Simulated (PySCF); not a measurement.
The calculation's input:

```
{"job": {"kind": "sp", "xc": "PBE0", "basis": "ma-def2-SVP", "d3": "d3bj", "grid": 2}, "charge": 1, "multiplicity": 2}
Sn     0.245050     0.331887     1.086130
Cl    -1.288548     0.402312     2.873476
Cl    -0.288512    -1.864535    -0.078795
Sn     0.213973    -0.504102    -2.277374
Cl     2.169280     0.300384    -0.832072
Cl    -1.038797     1.342115    -0.857796
```

Launched as:

```sh
OMP_NUM_THREADS=1 python redox_run.py task.json out
```

Geometry: PBE0-D3(BJ)/def2-SVP; core potentials replace the inner electrons of Sn.

The calculation used DFT single point, gas phase, functional PBE0 (PySCF 2.14.0, density-fitted response routines).

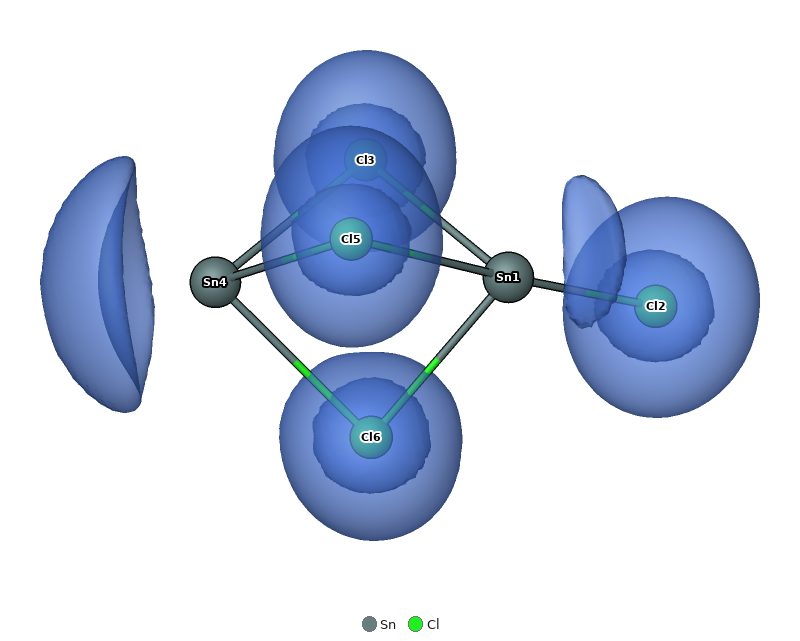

Cl$_{4}$Sn$_{2}$ (charge +1, doublet). Isosurface of the electron localisation function at 0.75 (blue), seen at a tilt. Core shells and regions of very low density are left out.

> What do the ELF domains correspond to?

At this value the surface marks out two lobes on Sn, pointing away from the bonds (non-bonding electrons) and four regions wrapped around Cl (the valence shell of each).

Values along the shortest contacts:
Sn–Cl (2.36 Å): the ELF peaks at about 0.80 in the valence shell of Cl, 0.8 Å from its nucleus, and drops to about 0.20 between the two atoms. Sn–Cl (2.54 Å): the ELF peaks at about 0.85 in the valence shell of Cl, 0.8 Å from its nucleus, and drops to about 0.15 between the two atoms.
